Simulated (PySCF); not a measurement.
## Electronic structure of C3H7BO2Si (SMILES [SiH3]C1=COCOB1) in real space

```xyz
14

Si    2.3601    0.2072    0.1361
C     0.5035    0.0390   -0.0415
C    -0.1144   -1.1100    0.2636
O    -1.4585   -1.3187    0.1865
C    -2.2595   -0.1685    0.1444
O    -1.7731    0.8681   -0.6487
B    -0.4429    1.0678   -0.7246
H     2.9601    0.5844   -1.1458
H     2.9114   -1.0749    0.5859
H     2.6578    1.2442    1.1307
H     0.3798   -2.0253    0.5685
H    -2.3906    0.2153    1.1761
H    -3.2317   -0.4868   -0.2510
H    -0.1028    1.9577   -1.4024
```

Geometry: GFN2-xTB.

These are results of PBE0/pcSseg-1, SCF density, gas phase, non-relativistic (PySCF 2.14.0), not measurements.

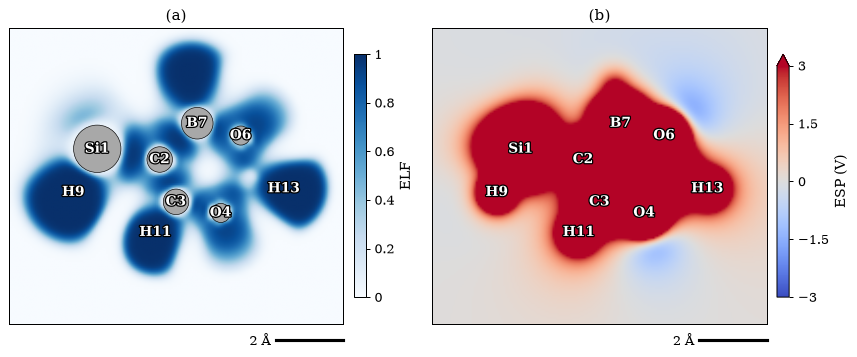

Figure 1. (a) ELF; (b) molecular electrostatic potential on the plane of atoms Si1, C2 and C3. Grey discs cover the atomic cores in the ELF map.

Question: What does the map show?

Answer: The section cuts through Si, C, O, B and H sites. C–C (1.34 Å): the ELF peaks at about 0.95 between the atoms: a multiple bond. B–O (1.35 Å): the ELF peaks at about 0.90 between the atoms (a short, strongly polar bond). C–O (1.36 Å): the ELF peaks at about 0.90 between the atoms; a polar covalent bond. C–B (1.56 Å): the ELF peaks at about 0.95 between the atoms (a shared electron pair). C–Si (1.87 Å): the ELF peaks at about 0.95 between the atoms, as expected for localised, covalent bonding. The ELF also peaks beside O4 and O6, away from the bonds: lone-pair regions. Outside the dense part of the molecule the potential is most negative (−1.4 V) near O6.

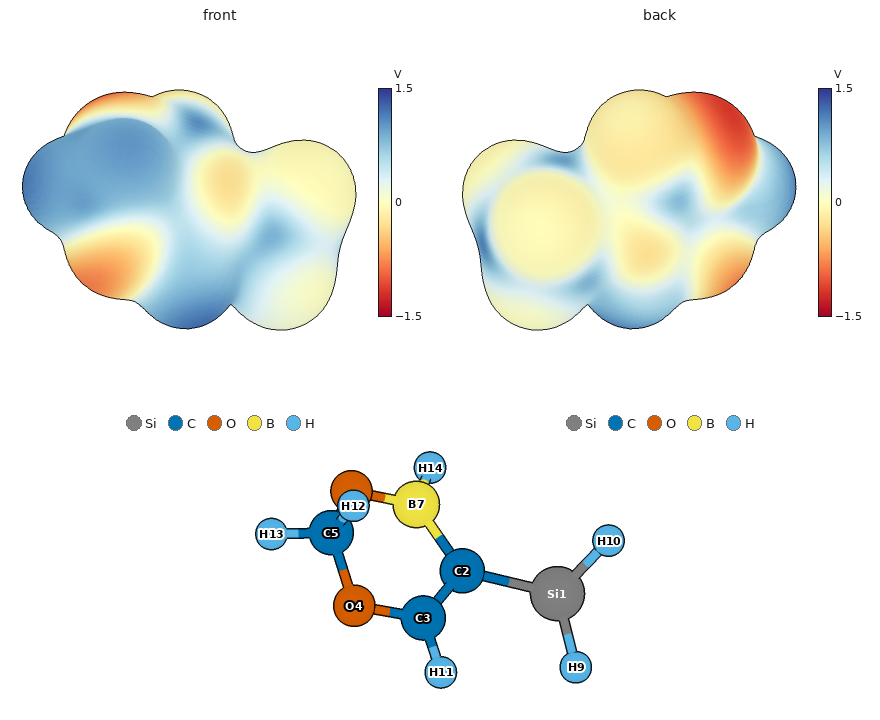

Figure 2. The molecular electrostatic potential painted on the density surface at 0.002 e/bohr³, seen from the front and from behind; the colour scale runs from red (negative) to blue (positive). The bare structure is drawn below in the same view.

Question: Describe the electrostatic potential map.

Answer: The most negative region (about −1.1 V) lies over O6, the most positive (about +1.2 V) over H11 and H13. O6 is the likeliest acceptor of a hydrogen bond.

Question: What dipole moment does the calculation give?

Answer: Its dipole moment is 1.53 D.
